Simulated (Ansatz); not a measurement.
CH₆Si···HF

Input file:

```
crystal:
  periodic: [false, false, false]
  atoms:
    - {symbol: Si, position_ang: [-0.886954, 0.005825, -0.538041]}
    - {symbol: F, position_ang: [2.305256, 1.433097, -0.423117]}
    - {symbol: H, position_ang: [-0.783623, -0.779245, -1.794287]}
    - {symbol: H, position_ang: [-2.318850, 0.253627, -0.229761]}
    - {symbol: H, position_ang: [-0.286120, 1.352762, -0.818056]}
    - {symbol: H, position_ang: [1.393930, 1.505584, -0.583200]}
    - {symbol: C, position_ang: [0.006080, -0.815791, 0.877028]}
    - {symbol: H, position_ang: [-0.072512, -0.215215, 1.785779]}
    - {symbol: H, position_ang: [1.065275, -0.941010, 0.643467]}
    - {symbol: H, position_ang: [-0.422484, -1.799632, 1.080289]}
basis:
  gaussian: {orbitals: def2-TZVPP}
hamiltonian: {xc: pbe0, dispersion: d4}
output: {orbitals: {seedname: orbitals}}
```

Command:

```sh
ansatz run in.yaml --threads 2 --pin off --events-out ev --progress --plain --max-ram 4352MiB
```

The product side of a reaction path; geometry: PBE0-D4/def2-TZVP.

Theory: RKS PBE0-D4/def2-TZVPP (Ansatz).

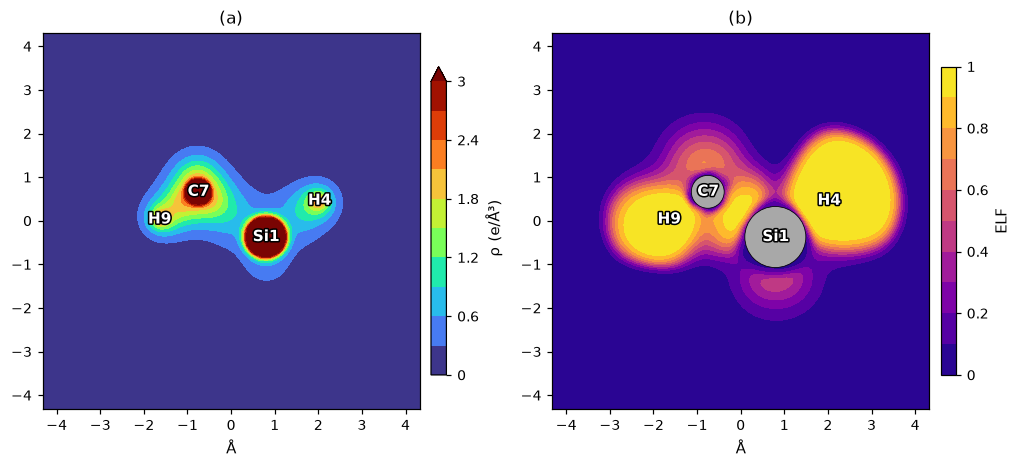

Figure 1. (a) electron density; (b) electron localisation function on the plane of atoms H4, Si1 and C7. Grey discs cover the atomic cores in the ELF map.

Interpret the plot.

Answer.
- The section cuts through Si, H and C sites.
- C–Si (1.86 Å): the density is about 0.97 e/Å³ at the midpoint; the ELF peaks at about 0.95 between the atoms; localised, covalent bonding.
- C–H (1.09 Å): ρ is about 2 e/Å³ halfway; the ELF climbs to about 1 towards the hydrogen, as it does in any bond to H: an ordinary covalent bond to hydrogen.
- Si–H (1.49 Å): ρ is about 0.81 e/Å³ halfway; the ELF climbs to about 1 towards the hydrogen.

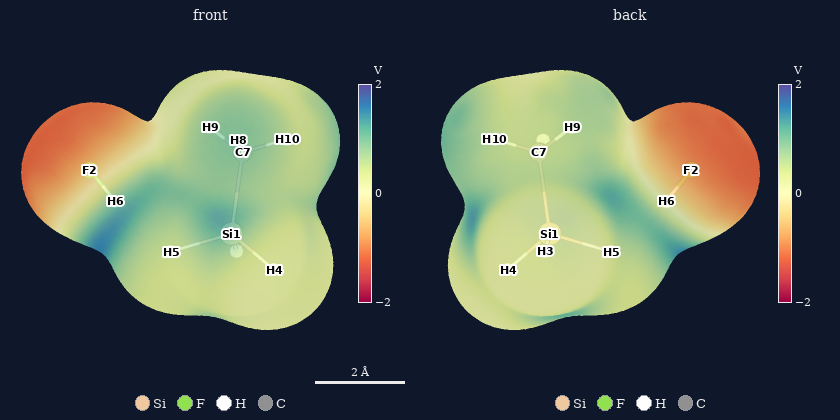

Figure 2. The molecular electrostatic potential painted on the density surface at 0.002 e/bohr³, seen from the front and from behind; red is negative and blue positive.

Which sites attract a positive test charge, and which a negative one?

Answer. A positive charge is drawn to the negative regions and a negative charge to the positive ones. The most negative region (about −1.2 V, or −28 kcal/mol for a unit charge) lies over F2, the most positive (about +1.5 V, or +35 kcal/mol for a unit charge) over H6.

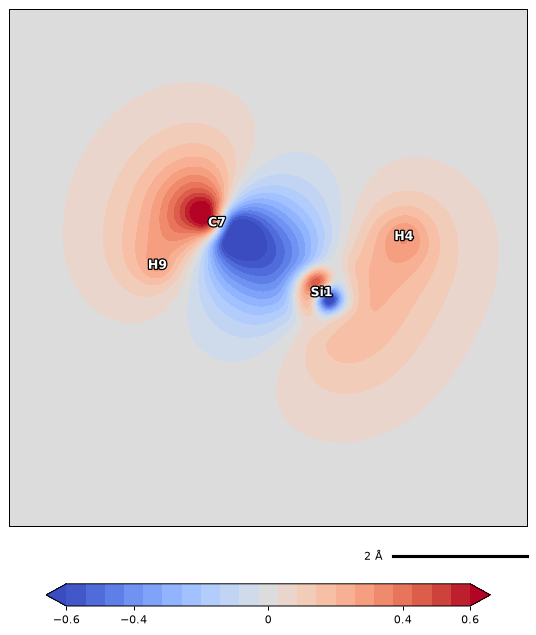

Figure 3. The HOMO on the plane of atoms H4, Si1 and C7 (values in Å⁻³ᐟ²; the overall sign is arbitrary).

What is the character of this orbital?

Answer. It lies mainly on C7 (about 40 %) and Si1 (about 30 %). Its energy is −9.63 eV.

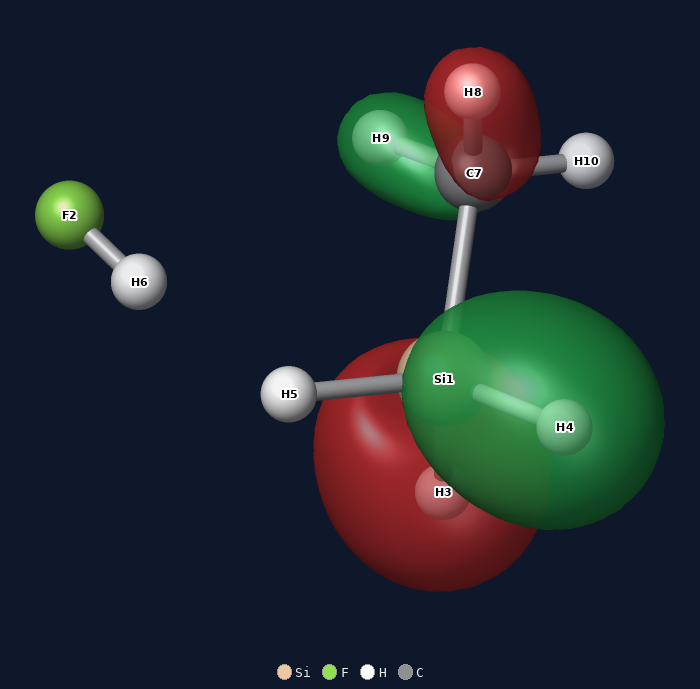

Figure 4. The HOMO−1 at ±0.15 Å⁻³ᐟ² (green and red are the two phases), seen at a tilt.

Describe this orbital and give its energy.

Answer. It lies mainly on Si1 (about 35 %), H3 (about 25 %), H4 (about 25 %) and C7 (about 5 %). Its energy is −9.78 eV.
